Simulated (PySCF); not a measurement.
```yaml
atoms:
  - { symbol: C, position_ang: [4.6055, 0.9031, 0.2447] }
  - { symbol: C, position_ang: [3.2601, 0.3543, 0.3039] }
  - { symbol: C, position_ang: [2.1375, -0.1090, 0.3642] }
  - { symbol: C, position_ang: [0.8052, -0.6367, 0.3873] }
  - { symbol: C, position_ang: [0.3297, -1.5090, -0.8263] }
  - { symbol: Si, position_ang: [-0.5612, 0.0930, -0.6830] }
  - { symbol: N, position_ang: [-2.2265, 0.1458, -0.2457] }
  - { symbol: C, position_ang: [-2.8239, 1.3780, 0.2068] }
  - { symbol: C, position_ang: [-3.0296, -1.0267, -0.0136] }
  - { symbol: H, position_ang: [4.7949, 1.5857, 1.0887] }
  - { symbol: H, position_ang: [4.7632, 1.4764, -0.6831] }
  - { symbol: H, position_ang: [5.3721, 0.1120, 0.2793] }
  - { symbol: H, position_ang: [0.4914, -1.0355, 1.3618] }
  - { symbol: H, position_ang: [-0.1532, -2.4549, -0.5547] }
  - { symbol: H, position_ang: [1.0744, -1.6401, -1.6190] }
  - { symbol: H, position_ang: [-0.1727, 1.2482, -1.5267] }
  - { symbol: H, position_ang: [-2.1967, 2.2404, -0.0678] }
  - { symbol: H, position_ang: [-3.8158, 1.5292, -0.2581] }
  - { symbol: H, position_ang: [-2.9639, 1.4056, 1.3058] }
  - { symbol: H, position_ang: [-4.0197, -0.9247, -0.4964] }
  - { symbol: H, position_ang: [-2.5462, -1.9189, -0.4356] }
  - { symbol: H, position_ang: [-3.2079, -1.2145, 1.0641] }
```

Geometry: PBE0-D3(BJ)/def2-SVP.

All numbers below come from PBE0/pcSseg-1, SCF density, gas phase, non-relativistic in PySCF 2.14.0.

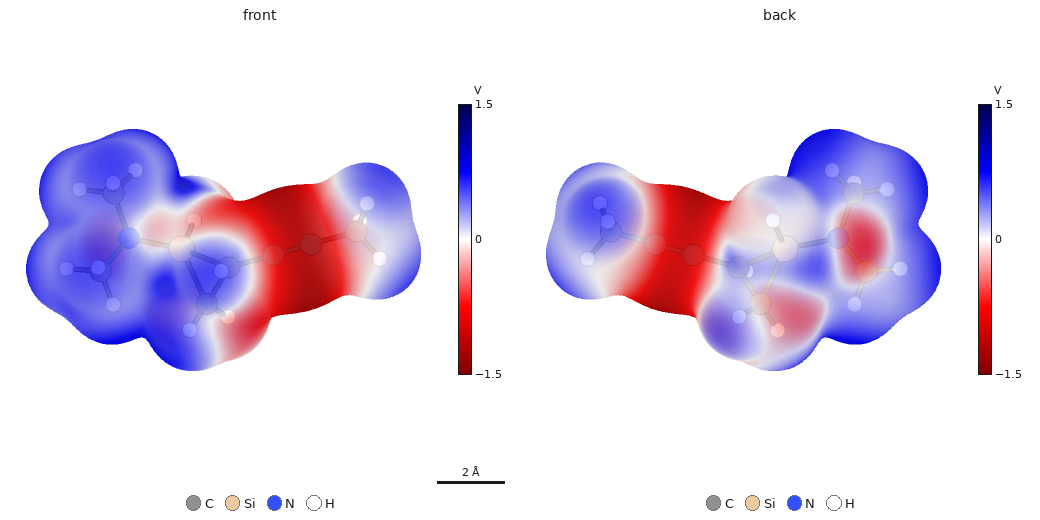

C7H13NSi. The electrostatic potential painted on the density surface at 0.002 e/bohr³, seen from the front and from behind; the colour scale runs from red (negative) to blue (positive).

**Describe the electrostatic potential map.**

The most negative region (about −1.3 V) lies over C2 and C3, the most positive (about +0.8 V) over the C, H and Si atoms.

**What dipole moment does the calculation give?**

Its dipole moment is 1.75 D.
